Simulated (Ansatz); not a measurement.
# The gap of LiGeN (P6_3mc): a ladder of methods and an error budget

The study climbs from cheap functionals to G0W0 on LiGeN (P6_3mc) and then asks what each convergence step is worth.

Program: Ansatz 0.2.0. Level of theory: density functionals, hybrids, G0W0, plane waves, PAW. Results are calculated unless marked as measured.

## Step 1: The starting structure

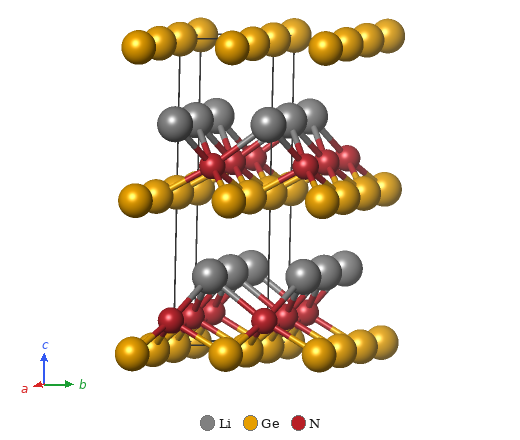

The cell as given, slightly off an axis (lithium grey, germanium orange, nitrogen red). 3×2×1 cells are drawn. Bonds to atoms that aren't drawn are left out. Some periodic images of atoms are drawn too.

The cell and positions are those that the Materials Project relaxed with its own functionals (PBE, PBE+U or r2SCAN), kept fixed. At the settings of the band run the largest force is still 0.08 eV/Å.

## Step 2: PBE bands

Levels along a band path, at the cheap level, show where the edges lie and whether the meshes to come will hold them.

This step: DFT, PBE, plane waves, PAW; PAW set soft_1.

Contents of input.yaml:

```yaml
crystal:
  lattice:
    - [3.0124085355, 0.0, 0.0]
    - [-1.5062042677, 2.6088223183, 0.0]
    - [0.0, 0.0, 9.419459]
  atoms:
    - { symbol: Li, position: [0.66666667, 0.33333333, 0.743392] }
    - { symbol: Li, position: [0.33333333, 0.66666667, 0.243392] }
    - { symbol: Ge, position: [0.0, 0.0, 0.498023] }
    - { symbol: Ge, position: [0.0, 0.0, 0.998023] }
    - { symbol: "N", position: [0.33333333, 0.66666667, 0.603223] }
    - { symbol: "N", position: [0.66666667, 0.33333333, 0.103223] }
kpoints:
  mp_grid: { grid: [12, 12, 4] }
  band_path:
    path:
      - [[0.0, 0.0, 0.0], [0.5, 0.0, 0.0], [0.33333333, 0.33333333, 0.0], [0.0, 0.0, 0.0], [0.0, 0.0, 0.5], [0.5, 0.0, 0.5], [0.33333333, 0.33333333, 0.5], [0.0, 0.0, 0.5]]
      - [[0.5, 0.0, 0.5], [0.5, 0.0, 0.0]]
      - [[0.33333333, 0.33333333, 0.5], [0.33333333, 0.33333333, 0.0]]
    npoints: 10
hamiltonian:
  xc: pbe
  pseudopotentials: { kind: paw, azcp: { folder: soft_1 } }
scf:
  occupations: { method: fermi_dirac, width: 0.02 }
  n_extra_bands: 6
output:
  eigenvalues: true
  forces: true
  stress: true
  write_density: true
  write_potential: true
  elf: true
  volumetric_format: npy
```

On the command line:

```console
ansatz run input.yaml --threads 3 --pin off --max-ram 92160MiB --backend cuda --events-out ev --progress --plain --runs-dir out --devices 1 --max-vram 13GiB
```

Numbers of over 12 decimals in the logs are rounded to 6 here.

What it wrote:

```text
scf.n_extra_bands = 6 over 22 filled bands (N_el = 44.0): the run solves 28 bands
GPUs: using 1 of 1 available (devices: 1).
Engine: ansatz 0.2.0, x86_64-unknown-linux-gnu
Pseudopotentials: kind: paw
Pseudopotential: Li, paw, valence charge 3, recommended cutoff 420 eV (normal), soft_1/Li.paw.azcp
Pseudopotential: Ge, paw, valence charge 14, recommended cutoff 420 eV (normal), soft_1/Ge.paw.azcp
Pseudopotential: N, paw, valence charge 5, recommended cutoff 420 eV (normal), soft_1/N.paw.azcp
Functional definition: PBE
  parameter kappa = 0.804
  parameter beta = 0.066725
  exchange = pbe_x(kappa = kappa, mu = beta*pi^2/3)
  correlation = pbe_c(beta = beta)
device memory: the entry about to start is reckoned to put 2.3 GiB on a device that reports 41.8 GiB free (of which the cap on the GPU budget leaves the run 13.0 GiB)
GPU FFT provider: cuFFT
GPU libraries: cuBLAS 13.8.2, cuFFT 12.4.0, cuSOLVER 12.3.4
Crystal: 6 atoms, lattice volume = 74.026 Å³
Basis set: ecut = 420 eV, 1399 PW (Γ), exchange–correlation on 48×48×128 points (8 copies of the dense FFT grid, shifted against one another)
Bands: 28, of which v1, the nominal top of the filled ones, is band 22 counted from 1 (21 counted from 0)
Symmetry: 12 space group operations
Space group: P63mc (ITA 186), of the structure as read, at distance tolerance 4.2e-5 Å
k-points: 57 of 576 (time reversal used)
Non-local potential: Li, projectors of the file, l = 0: 3, l = 1: 2, l = 2: 1
Non-local potential: Ge, projectors of the file, l = 0: 2, l = 1: 2, l = 2: 3, l = 3: 1
Non-local potential: N, projectors of the file, l = 0: 2, l = 1: 2, l = 2: 1
PAW form: soft (Blöchl's): semilocal exchange-correlation on the pseudo side does not see the compensation charge
PAW one-centre angular grid: Li, 110 points (default); XC on 96 Gauss nodes
PAW one-centre angular grid: Ge, 590 points (default); XC on 64 Gauss nodes
PAW one-centre angular grid: N, 110 points (default); XC on 64 Gauss nodes
Initial density: superposition of atomic densities (chi_scale 0.1, normalization cell, long waves kept (reshape's long-wave potential 0.12 eV rms))
Initial wavefunctions: pseudopotential atomic-orbital guess
GPU buffer pool allocated for 36864 grid points (all kernels)
GPU transforms: local potential and band sums: pruned to the plane-wave sphere, on 24×24×64
Functional: x = pbe(κ = 0.804, μ = 0.219515), c = pbe(β = 0.066725)
SCF iter   1: F=—  HF=-9769.984093 eV  |F-HF|=—  |Δ(HF+E_count)|=         —  Δρ=6.81e-2  dr2=3.06e0  ethr=3.10e-3  ⟨swp⟩=6.1  Hψ=6248  notcnv=0
preconditioner: auto → Resta (q_TF=auto, 2.502 Å⁻¹)  ε∞=2.8  [insulator: Δε(μ)=1.650 eV  Ē_g=20.314 eV  σ=0.020 eV  W_gap=1.00  n_scr=24 (ndim 8)  ℏωp=27.3 eV  f_vac=0.000  D(μ)=0.00/eV (n_scr^D=0)  ε∞_Penn≈2.8]
SCF iter   2: F=—  HF=-9769.228586 eV  |F-HF|=—  |Δ(HF+E_count)|=   7.56e-1  Δρ=3.22e-2  dr2=5.71e-1  ethr=3.10e-3  ⟨swp⟩=2.1  Hψ=2598  notcnv=0  defer=114
SCF iter   3: F=—  HF=-9769.108883 eV  |F-HF|=—  |Δ(HF+E_count)|=   1.20e-1  Δρ=5.70e-3  dr2=1.64e-2  ethr=1.30e-3  ⟨swp⟩=2.1  Hψ=2160  notcnv=0  defer=114
SCF iter   4: F=—  HF=-9769.112436 eV  |F-HF|=—  |Δ(HF+E_count)|=   3.55e-3  Δρ=1.51e-3  dr2=1.16e-3  ethr=3.73e-5  ⟨swp⟩=2.0  Hψ=3420  notcnv=0  defer=114
SCF iter   5: F=—  HF=-9769.112628 eV  |F-HF|=—  |Δ(HF+E_count)|=   1.93e-4  Δρ=4.22e-4  dr2=1.78e-4  ethr=2.63e-6  ⟨swp⟩=2.0  Hψ=2850  notcnv=0  defer=114
SCF iter   6: F=—  HF=-9769.112528 eV  |F-HF|=—  |Δ(HF+E_count)|=   1.00e-4  Δρ=1.50e-4  dr2=2.33e-5  ethr=4.05e-7  ⟨swp⟩=2.0  Hψ=2622  notcnv=0  defer=114
SCF iter   7: F=—  HF=-9769.112652 eV  |F-HF|=—  |Δ(HF+E_count)|=   1.24e-4  Δρ=2.99e-5  dr2=7.51e-7  ethr=5.28e-8  ⟨swp⟩=2.0  Hψ=2680  notcnv=0  defer=114
SCF iter   8: F=-9769.112652 eV  HF=-9769.112652 eV  |F-HF|=1.73e-8  |Δ(HF+E_count)|=   2.85e-7  Δρ=5.83e-6  dr2=2.37e-8  ethr=2.27e-10  ⟨swp⟩=13.4  Hψ=12848  notcnv=0
SCF 1 converged in 8 iterations: F = -9769.112652 eV  dr2 = 2.37e-8
[...]
device memory: the entry about to start is reckoned to put 2.8 GiB on a device that reports 41.6 GiB free (of which the cap on the GPU budget leaves the run 13.0 GiB)
NSCF: frozen V_eff on 93 k-points, pencils in batches of 32, up to order 124
SCF converged after 8 iterations
Free energy (F): -9769.112652 eV
Harris-Foulkes:  -9769.112652 eV  (|F-HF|=1.73e-8)
Internal energy: -9769.112652 eV  (E = F + TS)
E sigma→0 (E₀):  -9769.112652 eV
Fermi energy:    8.332112 eV
--- Per-component energies (eV) ---
  E_band       = -445.828924
  E_kinetic    = 474.786560
  E_local      = -5439.152614  (includes V_loc(G=0)·N_el)
  E_nonlocal   = 467.870007
  E_hartree    = 2507.263205
  E_xc         = -280.884606
  E_vxc        = -305.087767  (∫ρ·V_xc dr)
  E_paw        = -4330.998338  (= ΣΔE_a)
  E_vpaw       = -658.770101  (= ΣTr[D̂ρ^β])
  E_aug_tail   = 0.002324  (compensation charges beyond the density's cutoff)
  E_ewald      = -3167.999191
  E_smearing   = -0.000000  (= −TS)
  E_closure    = 0.000000  (closes the sum)
  Σ components = -9769.112652   (vs F -9769.112652, Δ=0.00e0)
--- Forces (eV/Å), atoms counted from 1 ---
  atom   1  Li     0.00000000    -0.00000000    -0.05441919
  atom   2  Li    -0.00000000     0.00000000    -0.05441919
  atom   3  Ge     0.00000000    -0.00000000    -0.02121683
  atom   4  Ge    -0.00000000     0.00000000    -0.02121683
  atom   5  N     -0.00000000     0.00000000     0.07562590
  atom   6  N      0.00000000    -0.00000000     0.07562590
  max |Σ_I F_I| component: 2.02e-5 eV/Å
--- Stress (GPa, compression-positive) ---
        0.349109      -0.000000       0.000000
       -0.000000       0.349109      -0.000000
        0.000000      -0.000000       0.076552
  P = ⅓ Tr σ = 0.2583 GPa (2.583 kbar)
--- Band table (eV; the first three rows and the last of 57) ---
  k-point 0: bands = [... 18 lower, 6.4754, 6.4767, 6.4767, 7.2960, 10.1441, 11.1026, 14.7696, 15.1752, ... 2 higher]
  k-point 1: bands = [... 18 lower, 6.4756, 6.4764, 6.4764, 6.9159, 10.3789, 11.0208, 14.8279, 15.1155, ... 2 higher]
  k-point 2: bands = [... 18 lower, 6.4761, 6.4761, 6.4761, 6.4761, 10.7663, 10.7663, 14.9713, 14.9713, ... 2 higher]
  k-point 56: bands = [... 18 lower, 4.4807, 4.4807, 6.8033, 6.8033, 10.0198, 10.0198, 12.0097, 12.0097, ... 2 higher]
```

Run time: 6.9 s. Hardware: 1 × NVIDIA H100 80GB HBM3 (shared by 6 runs) with 3 threads of AMD EPYC 7R13 (Zen 3), shared host; peak memory 0.96 GiB.

Reading the cycles: dr2 is the Hartree energy of the density residual (eV), the measure of convergence; HF is the Harris–Foulkes estimate of the energy, which meets the free energy F at convergence.

Numbers from this step:

```yaml
pressure: 0.2583 GPa
filled_bands: 22
gap: 1.458 eV
valence_top_at: k = (0.133, 0.133, 0.000)
conduction_bottom_at: M
least_direct_gap: 2.418 eV
```

The gap is indirect, with the least direct gap 0.96 eV higher.

Electronic bands along the path, in eV, zero at the top of the highest nominally filled band:

```csv
point,band 19,band 20,band 21,band 22,band 23,band 24,band 25,band 26
Γ,-1.11,-1.11,-1.11,-0.29,2.56,3.52,7.18,7.59
M,-2.71,-2.65,-1.14,-1.00,1.46,2.16,5.03,5.13
K,-3.10,-3.10,-1.28,-0.16,2.46,2.46,4.34,4.34
Γ,-1.11,-1.11,-1.11,-0.29,2.56,3.52,7.18,7.59
A,-1.11,-1.11,-1.11,-1.11,3.18,3.18,7.39,7.39
L,-2.68,-2.68,-1.15,-1.15,1.89,1.89,5.20,5.20
H,-3.10,-3.10,-0.78,-0.78,2.43,2.43,4.42,4.42
A,-1.11,-1.11,-1.11,-1.11,3.18,3.18,7.39,7.39
jump to L,-2.68,-2.68,-1.15,-1.15,1.89,1.89,5.20,5.20
M,-2.71,-2.65,-1.14,-1.00,1.46,2.16,5.03,5.13
jump to H,-3.10,-3.10,-0.78,-0.78,2.43,2.43,4.42,4.42
K,-3.10,-3.10,-1.28,-0.16,2.46,2.46,4.34,4.34
```

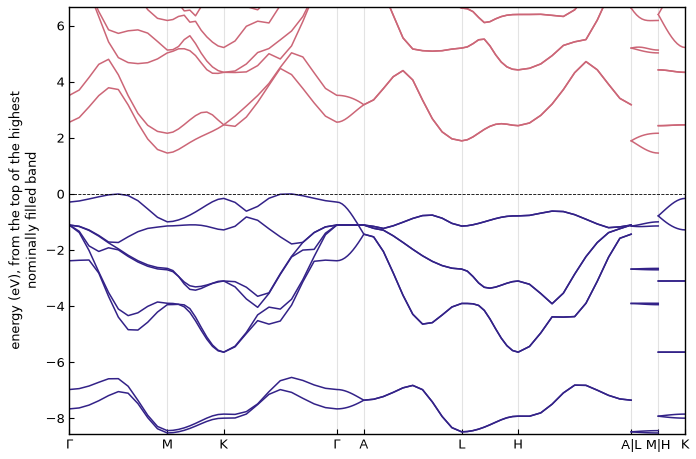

Electronic bands along the path; lines of filled and empty bands in two colours.

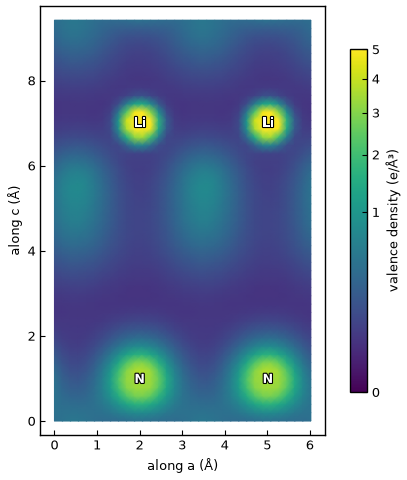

Valence density in the ac plane at fractional y = 0.333, with atoms of Li and N within 0.2 Å of it. It is the smooth field of the valence electrons, not physical close to the nuclei. The colour scale is stretched toward low values.

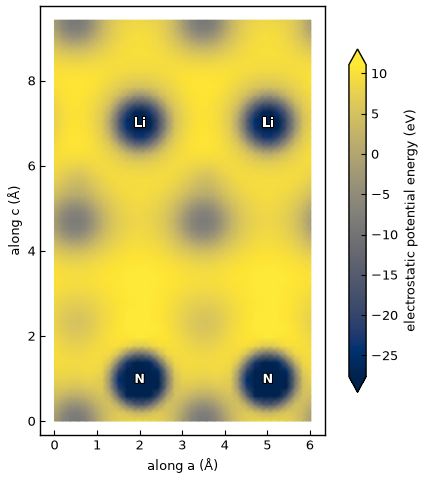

Electrostatic potential energy in the ac plane at fractional y = 0.333, with atoms of Li and N within 0.2 Å of it. With pseudopotentials it is smooth inside the atoms' cores, unlike the true potential.

## Step 3: LDA

Another semilocal functional, at almost no cost, to see the spread among them.

This step: DFT, LDA, plane waves, PAW; PAW set soft_1.

input.yaml, the sections that differ from step 2:

```yaml
kpoints:
  mp_grid: { grid: [12, 12, 4] }
  band_path:
    path:
      - [0.0, 0.0, 0.0]
      - [0.5, 0.0, 0.0]
      - [0.33333333, 0.33333333, 0.0]
      - [0.0, 0.0, 0.5]
      - [0.5, 0.0, 0.5]
      - [0.33333333, 0.33333333, 0.5]
      - [0.133333332, 0.133333332, 0.0]
      - [0.45, 0.0, 0.0]
    npoints: 1
hamiltonian:
  xc: lda
  pseudopotentials: { kind: paw, azcp: { folder: soft_1 }, xc_functional: pbe }
scf:
  occupations: { method: fixed }
  n_extra_bands: 6
# crystal, output: as in step 2
```

What it wrote:

```text
[...]
GPUs: using 1 of 1 available (devices: 1).
[...]
GPU FFT provider: cuFFT
GPU libraries: cuBLAS 13.8.2, cuFFT 12.4.0, cuSOLVER 12.3.4
Crystal: 6 atoms, lattice volume = 74.026 Å³
Basis set: ecut = 420 eV, 1399 PW (Γ)
Bands: 28, of which v1, the nominal top of the filled ones, is band 22 counted from 1 (21 counted from 0)
Symmetry: 12 space group operations
[...]
k-point 0: bands = [... 18 lower, 6.1676, 6.1691, 6.1691, 6.9942, 9.8493, 10.7427, 14.3583, 14.8127, ... 2 higher]
  k-point 1: bands = [... 18 lower, 6.1678, 6.1688, 6.1688, 6.6183, 10.0709, 10.6682, 14.4257, 14.7477, ... 2 higher]
  k-point 2: bands = [... 18 lower, 6.1684, 6.1684, 6.1684, 6.1684, 10.4335, 10.4335, 14.5883, 14.5883, ... 2 higher]
  k-point 56: bands = [... 18 lower, 4.1804, 4.1804, 6.4659, 6.4659, 9.7058, 9.7058, 11.6802, 11.6802, ... 2 higher]
[key lines of the parts left out:]
SCF converged after 8 iterations
Free energy (F): -9584.887646 eV
Fermi energy:    7.289548 eV
P = ⅓ Tr σ = -6.2824 GPa (-62.824 kbar)
```

Wall time 7.9 s (1 × NVIDIA H100 80GB HBM3 (shared by 6 runs) with 3 threads); peak memory 0.93 GiB.

This step gave:

- pressure: -6.282 GPa
- gap: 1.430 eV
- valence top at: k = (0.133, 0.133, 0.000)
- conduction bottom at: M
- least direct gap: 2.402 eV

The gap stands −0.03 eV against PBE.

## Step 4: PBEsol

This step: DFT, PBEsol, plane waves, PAW; PAW set soft_1.

input.yaml, as its differences from that of step 3:

```diff
@@ -26,3 +26,3 @@
 hamiltonian:
-  xc: lda
+  xc: pbesol
   pseudopotentials: { kind: paw, azcp: { folder: soft_1 }, xc_functional: pbe }
```

What it wrote:

```text
[...]
GPUs: using 1 of 1 available (devices: 1).
[...]
GPU FFT provider: cuFFT
GPU libraries: cuBLAS 13.8.2, cuFFT 12.4.0, cuSOLVER 12.3.4
Crystal: 6 atoms, lattice volume = 74.026 Å³
Basis set: ecut = 420 eV, 1399 PW (Γ), exchange–correlation on 48×48×128 points (8 copies of the dense FFT grid, shifted against one another)
[...]
k-point 0: bands = [... 18 lower, 6.3551, 6.3564, 6.3564, 7.1860, 9.9969, 10.9310, 14.5701, 15.0123, ... 2 higher]
  k-point 1: bands = [... 18 lower, 6.3553, 6.3561, 6.3561, 6.8021, 10.2290, 10.8528, 14.6353, 14.9487, ... 2 higher]
  k-point 2: bands = [... 18 lower, 6.3558, 6.3558, 6.3558, 6.3558, 10.6075, 10.6075, 14.7932, 14.7932, ... 2 higher]
  k-point 56: bands = [... 18 lower, 4.3505, 4.3505, 6.6901, 6.6901, 9.8693, 9.8693, 11.8764, 11.8764, ... 2 higher]
[key lines of the parts left out:]
SCF converged after 8 iterations
Free energy (F): -9672.246636 eV
Fermi energy:    7.481204 eV
P = ⅓ Tr σ = -3.1054 GPa (-31.054 kbar)
```

Run time: 10 s. Hardware: 1 × NVIDIA H100 80GB HBM3 (shared by 6 runs) with 3 threads; peak memory 0.95 GiB.

This step gave:

```yaml
pressure: -3.105 GPa
gap: 1.415 eV
valence_top_at: k = (0.133, 0.133, 0.000)
conduction_bottom_at: M
least_direct_gap: 2.383 eV
```

The gap stands −0.04 eV against PBE.

## Step 5: PBE+SOC

The many-body steps leave out spin-orbit coupling, so its effect is taken from a two-component run, with twice the bands.

This step: DFT, PBE with spin-orbit coupling, plane waves, PAW; PAW set soft_1.

input.yaml, as its differences from that of step 4:

```diff
@@ -26,7 +26,10 @@
 hamiltonian:
-  xc: pbesol
-  pseudopotentials: { kind: paw, azcp: { folder: soft_1 }, xc_functional: pbe }
+  xc: pbe
+  pseudopotentials: { kind: paw_fr, azcp: { folder: soft_1 } }
 scf:
   occupations: { method: fixed }
-  n_extra_bands: 6
+  n_extra_bands: 12
+magnetization:
+  noncollinear: true
+  spin_orbit: true
 output:
@@ -35,5 +38 @@
   stress: true
-  write_density: true
-  write_potential: true
-  elf: true
-  volumetric_format: npy
```

What it wrote:

```text
[...]
GPUs: using 1 of 1 available (devices: 1).
[...]
non-collinear run that drives no moment, with spin-orbit: no starting moment large enough to seed its density (crystal.atoms[].spin), no starting occupations that ask for one, no magnetisation constraint and no magnetic field, so the semilocal B_xc is pinned to zero
[...]
k-point 1: bands = [... 40 lower, 6.4891, 6.4891, 6.9158, 6.9158, 10.3778, 10.3778, 11.0192, 11.0192, ... 8 higher]
  k-point 2: bands = [... 40 lower, 6.4888, 6.4888, 6.4888, 6.4888, 10.7649, 10.7649, 10.7649, 10.7649, ... 8 higher]
  k-point 56: bands = [... 40 lower, 6.8015, 6.8015, 6.8039, 6.8039, 9.9976, 9.9976, 10.0415, 10.0415, ... 8 higher]
[key lines of the parts left out:]
SCF converged after 8 iterations
Magnetization: |M| = 0.0000 μB,  M = (+0.0000, +0.0000, +0.0000) μB
Free energy (F): -9769.307824 eV
Fermi energy:    7.587849 eV
P = ⅓ Tr σ = 0.2474 GPa (2.474 kbar)
```

It took 7.2 s on 1 × NVIDIA H100 80GB HBM3 (shared by 6 runs) with 3 threads; peak memory 0.96 GiB; 11 s of CPU time.

Numbers from this step:

| Property | Result |
| --- | --- |
| pressure | 0.2474 GPa |
| gap | 1.454 eV |
| valence top at | k = (0.133, 0.133, 0.000) |
| conduction bottom at | M |
| least direct gap | 2.395 eV |

The gap is that of PBE.

## Step 6: r2SCAN

r2SCAN sits between gradient functionals and hybrids in what it does to gaps, at little more than semilocal cost.

This step: DFT, r2SCAN, plane waves, PAW; PAW set soft_1.

input.yaml, as its differences from that of step 5:

```diff
@@ -26,10 +26,7 @@
 hamiltonian:
-  xc: pbe
-  pseudopotentials: { kind: paw_fr, azcp: { folder: soft_1 } }
+  xc: r2scan
+  pseudopotentials: { kind: paw, azcp: { folder: soft_1 } }
 scf:
   occupations: { method: fixed }
-  n_extra_bands: 12
-magnetization:
-  noncollinear: true
-  spin_orbit: true
+  n_extra_bands: 6
 output:
```

What it wrote:

```text
[...]
GPUs: using 1 of 1 available (devices: 1).
[...]
GPU FFT provider: cuFFT
GPU libraries: cuBLAS 13.8.2, cuFFT 12.4.0, cuSOLVER 12.3.4
Crystal: 6 atoms, lattice volume = 74.026 Å³
Basis set: ecut = 500 eV, 1907 PW (Γ), exchange–correlation on 96×96×288 points (64 copies of the dense FFT grid, shifted against one another)
[...]
k-point 0: bands = [... 18 lower, 6.2327, 6.2329, 6.2329, 7.1058, 10.4521, 11.4509, 15.2559, 15.7354, ... 2 higher]
  k-point 1: bands = [... 18 lower, 6.2327, 6.2328, 6.2328, 6.7305, 10.6867, 11.3621, 15.3243, 15.6644, ... 2 higher]
  k-point 2: bands = [... 18 lower, 6.2328, 6.2328, 6.2328, 6.2328, 11.0894, 11.0894, 15.4931, 15.4931, ... 2 higher]
  k-point 56: bands = [... 18 lower, 4.1528, 4.1528, 6.5942, 6.5942, 10.1434, 10.1434, 12.2842, 12.2842, ... 2 higher]
[key lines of the parts left out:]
SCF converged after 8 iterations
Free energy (F): -9787.914127 eV
Fermi energy:    7.378584 eV
P = ⅓ Tr σ = -2.9120 GPa (-29.120 kbar)
```

It took 9.5 s on 1 × NVIDIA H100 80GB HBM3 (shared by 6 runs) with 3 threads; peak memory 1 GiB; 10 s of CPU time.

Numbers from this step:

- pressure: -2.912 GPa
- gap: 1.778 eV
- valence top at: k = (0.133, 0.133, 0.000)
- conduction bottom at: M
- least direct gap: 2.764 eV

The gap stands +0.32 eV against PBE.

## Step 7: HSE06

The screened hybrid is the usual rung above semilocal functionals: a quarter of exact exchange, cut off beyond a few ångström.

This step: DFT, HSE06, plane waves, PAW; PAW set soft_1.

input.yaml, as its differences from that of step 6:

```diff
@@ -13,3 +13,3 @@
 kpoints:
-  mp_grid: { grid: [12, 12, 4] }
+  mp_grid: { grid: [6, 6, 2] }
   band_path:
@@ -26,3 +26,3 @@
 hamiltonian:
-  xc: r2scan
+  xc: hse06
   pseudopotentials: { kind: paw, azcp: { folder: soft_1 } }
@@ -33,3 +33,5 @@
   eigenvalues: true
-  forces: true
-  stress: true
+  write_density: true
+  write_potential: true
+  elf: true
+  volumetric_format: npy
```

What it wrote:

```text
[...]
GPUs: using 1 of 1 available (devices: 1).
[...]
davidson cushion auto → on  (no smearing: the cushion is to keep the highest requested band from converging to the state above it; pin scf.eigensolver.cushion to override)
[...]
GPU FFT provider: cuFFT
GPU libraries: cuBLAS 13.8.2, cuFFT 12.4.0, cuSOLVER 12.3.4
Crystal: 6 atoms, lattice volume = 74.026 Å³
Basis set: ecut = 420 eV, 1399 PW (Γ)
[...]
Fermi energy:    6.972672 eV
[...]
--- Band table (eV; the first three rows and the last of 14) ---
  k-point 0: bands = [... 18 lower, 5.7334, 5.7346, 5.7346, 6.6393, 10.5891, 11.6744, 15.3086, 15.8584, ... 2 higher]
  k-point 1: bands = [... 18 lower, 5.7340, 5.7340, 5.7340, 5.7340, 11.2831, 11.2831, 15.5748, 15.5748, ... 2 higher]
  k-point 2: bands = [... 18 lower, 4.7616, 5.2202, 5.2472, 6.8747, 11.7014, 12.9795, 14.1933, 14.4473, ... 2 higher]
  k-point 13: bands = [... 18 lower, 3.4850, 3.4850, 6.2983, 6.2983, 10.2406, 10.2406, 12.4456, 12.4456, ... 2 higher]
[key lines of the parts left out:]
Free energy (F): -9770.664594 eV
```

Run time: 20 s. Hardware: 1 × NVIDIA H100 80GB HBM3 (shared by 6 runs) with 3 threads; peak memory 1.3 GiB.

Numbers from this step:

* gap: 2.232 eV
* valence top at: k = (0.167, 0.167, 0.000)
* conduction bottom at: M
* least direct gap: 3.180 eV

The gap stands +0.77 eV against PBE.

[end of part 1 of 3]

[Paths, hosts, dates, memory and timing lines, banners, echoed tables and standing remarks are left out of the program output.]

[Logs are printed without paths, hosts, clocks, repeated set-up lines and the standing remarks that a program may print on its own settings, such as how far it seeks lower states.]

[Runs of the session that timed out or met a known fault of the program may be left out.]

[Cells called generated may have been cut or substituted from an entry of the Crystallography Open Database or the Materials Project.]

[Hosts, paths, dates, database ids (printed as entryN), source tags and the programs' standing remarks are cut or masked in the printed files.]
